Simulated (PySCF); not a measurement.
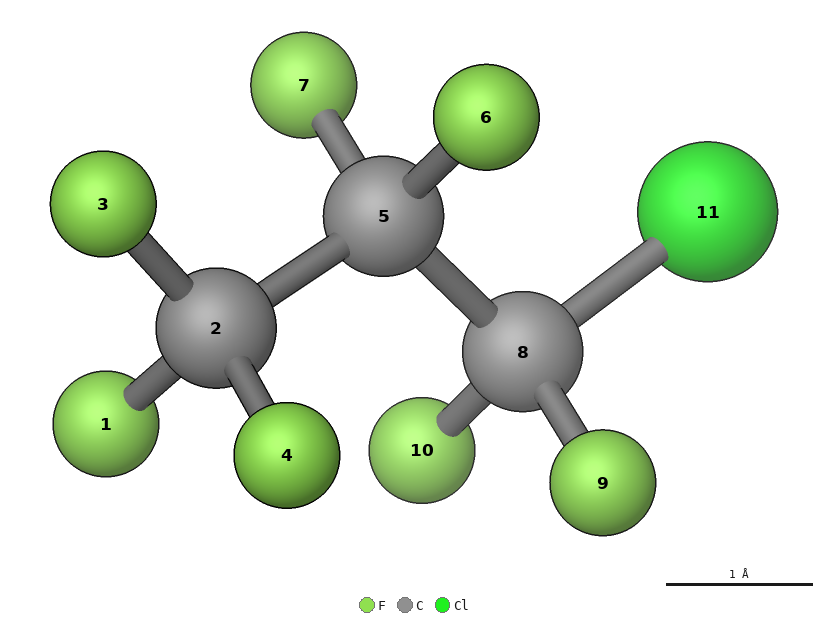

Orthographic view with a scale bar. Geometry: an end point of a reaction path computed with GFN2-xTB.

Give an XYZ file in the frame of the picture: x to the right, y up, z towards the viewer, origin at the mean of the atomic positions.

```xyz
11
C3ClF7
F   -1.86  -0.83  -0.10
C   -1.10  -0.18   0.77
F   -1.88   0.68   1.42
F   -0.62  -1.05   1.64
C    0.05   0.59   0.04
F    0.75   1.27   0.96
F   -0.50   1.49  -0.79
C    1.00  -0.34  -0.76
F    1.55  -1.24   0.06
F    0.31  -1.02  -1.68
Cl   2.27   0.62  -1.54
```
